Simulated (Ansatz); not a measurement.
Electronic density of states of amorphous Si$_{26}$O$_{36}$C$_{8}$, density 2.13 g/cm³, on a 2×2×2 Γ-centred mesh with a Gaussian width of 0.1 eV; energies count from the Fermi level, whose place inside the gap is arbitrary. Cell and mesh are small, so fine structure isn't converged. The numbers are results of PBE, scalar-relativistic without spin-orbit coupling (plane waves to 420 eV, PAW; Ansatz, an electronic-structure program), not measurements. Sampling: a 2×2×2 Γ-centred mesh; Fermi-Dirac width 0.02 eV; no spin polarisation. At PBE the levels at both edges of the gap are localised (band-tail or defect states), and the nearest spread-out levels lie 2.6 eV apart at the zone centre.

The cell was made by melting and quenching with the CHGNet potential and then relaxed with DFT. O atoms were pushed apart under 1.9 Å during the dynamics, to hinder bonds among them. The hot cell started wider than the set density and was brought back towards it in steps. It is the lowest in DFT energy of 2 quenches. It is a model cell: composition and starting density were chosen by hand, and all elements were melted together. No dispersion term was used. Its density started from a set value of 2.36 and ended at 2.13 g/cm³. Cooling (nominally 1000 K/ps over its main leg) ran many orders faster than in experiment, which tends to leave more defects and strain. One small periodic cell is one sample of the glass; other quenches scatter about these values. Volume and shape were free in the relaxation.

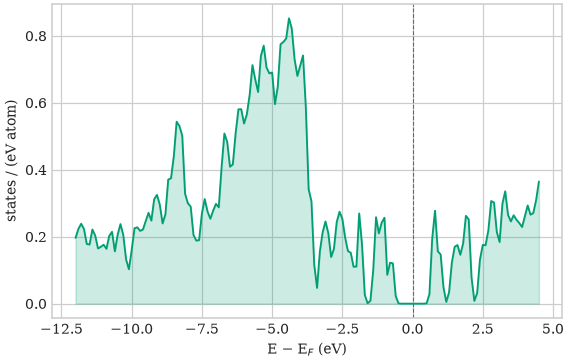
Fig. 1. Density of states per atom

The gap between localised states on this mesh is 1.46 eV; the broadening fills part of it in the curve.
